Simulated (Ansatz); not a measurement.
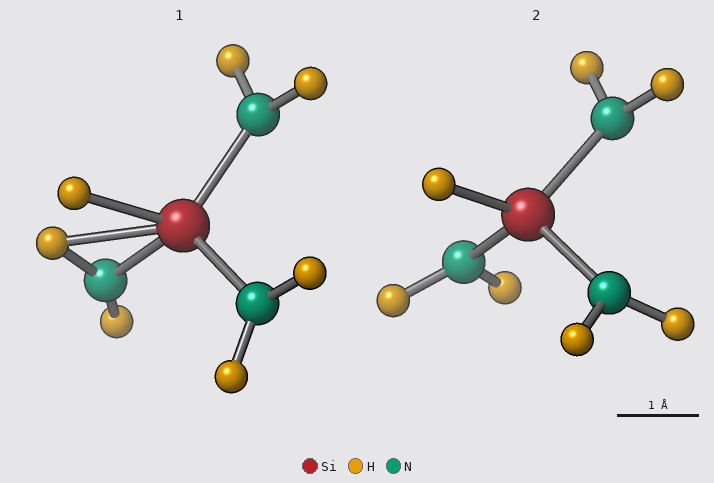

Two geometries of SiN3H7 (started from a transition state, displaced along its imaginary mode), drawn at one scale. One is the start of a relaxation, the other its converged end. Style: ball-and-stick. Shown from a free direction.

Computed with RKS PBE0-D4/def2-TZVP (Ansatz). Set-up: force threshold 0.005 eV/Å; at most 200 steps.

### Which one is relaxed?

Structure 2 is the relaxed one. An H atom moves most after the best rigid fit: 1.06 Å. By element the largest moves are H 1.06 Å, Si 0.32 Å, N 0.24 Å. Some distances before and after: H–Si 1.688 → 2.386 Å, H–N 1.132 → 1.006 Å, H–Si 1.576 → 1.491 Å, N–Si 1.667 → 1.716 Å. Among the angles between lasting bonds that change: Si–N–H 71.3° → 120.2°, H–N–H 151.9° → 111.5°, H–Si–N 84.7° → 103.6°. Over 26 accepted moves (31 points after the start) the energy falls by 49.7 kcal/mol. The largest force component goes from 2.7 to 0.00088 eV/Å. The line search rejected the trial steps at points 13, 19, 25, 27, 30 of the run. The run took 55 s on 4 threads of Arm Neoverse V2 (shared host).
